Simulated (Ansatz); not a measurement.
A computed series for Cs2AgBiF6: response to strain

The reference is Cs2AgBiF6 (space group Fm-3m, No. 225; a = 9.541 Å; a cell from a computed database, its experimental status unchecked). Axes: x, y, z lie along the cube axes.

Strains are applied to the cell and any free atomic positions relax; under biaxial strain the out-of-plane vector relaxes too.

All numbers come from plane-wave PAW DFT at the PBE level (Ansatz, a quantum-chemistry and plane-wave program, 420 eV), spin-orbit coupling left out.

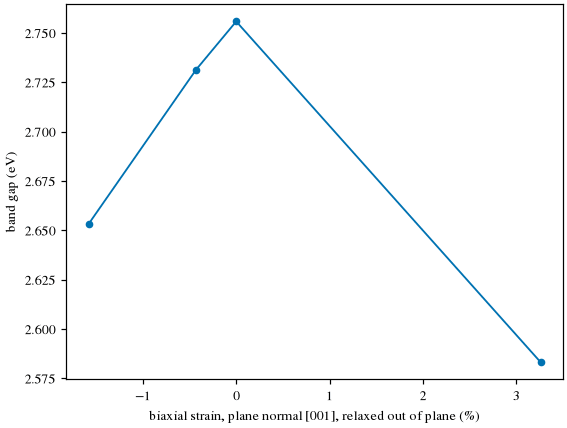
*Band gap against biaxial strain, plane normal [001], relaxed out of plane*

Q: From the plot, what is the band gap for biaxial strain −1.58 %, plane normal [001], relaxed out of plane?

A: About 2.65 eV.

Q: Is the trend monotonic over the range shown?

A: No, it turns within the range, spanning 2.58 eV to 2.76 eV.

Spin-orbit coupling, missing from the scalar runs, can matter with Bi. No phonon test of stability was made.
